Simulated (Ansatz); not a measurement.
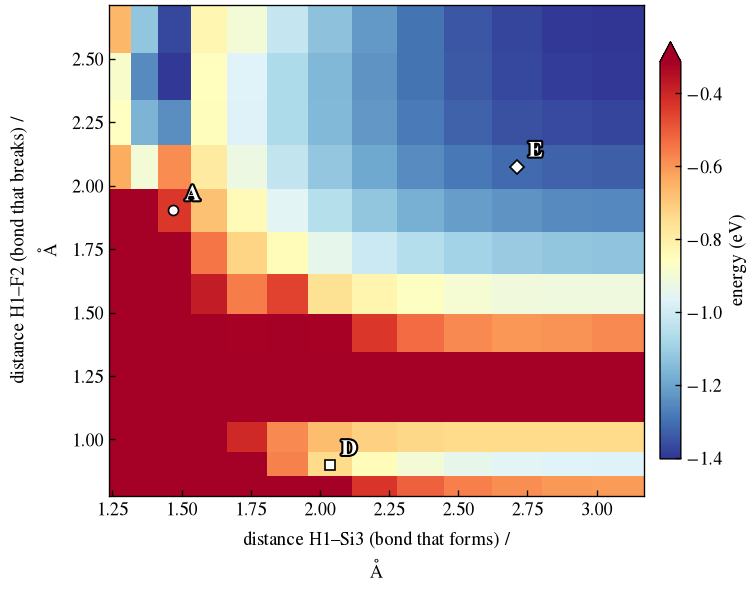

The reacting system FH₄Si (fragments FH + H₃Si where the first distance is long, FH₃Si + H where the second is long), spin multiplicity 2. Coordinates scanned: (1) distance H1–Si3 (bond that forms); (2) distance H1–F2 (bond that breaks). Relaxed at each point: all other coordinates. Grid: 13 × 13 points. Points are written as (first, second). All energies are given in eV relative to a guessed transition structure relaxed with its forming and breaking bonds held. Energies and slopes of some neighbouring points disagree (a jump in structure or state, or too coarse a mesh). The calculation used Ansatz, UKS BHLYP-D4/def2-SVP.

Drawn: one coloured cell a grid point, one colour for all values above the top of the scale, lettered points.

Rank the lettered points by energy, lowest first.

E (−1.31 eV), D (−0.74 eV), A (−0.43 eV).
